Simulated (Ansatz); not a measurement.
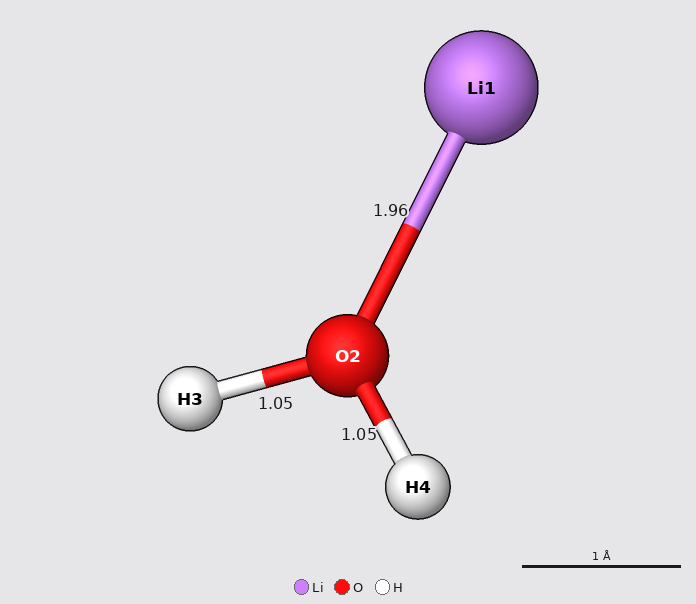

State: charge +1, singlet. Geometry: a fixed input geometry, not necessarily a minimum. Basis: cc-pVDZ. Computed at fixed atoms with Ansatz. R, U and RO name restricted, unrestricted and restricted open-shell orbitals; core potentials come with def2 and Stuttgart sets past Kr, some runs use density fitting (about 1 meV), and each entry rests on the lowest determinant that the runs found.

```xyz
4
charge 1, multiplicity 1
Li    0.0000    0.0000   -1.6078
O     0.0000    0.0000    0.3549
H     0.0000    0.8298    0.9921
H     0.0000   -0.8298    0.9921
```

Give total energies (hartree) and correlation energies for R-MP2 (1 frozen); RHF.

```tsv
method	energy (Eh)	correlation (mEh)
RHF	-83.3111	–
R-MP2 (1 frozen)	-83.5217	-210.6
```
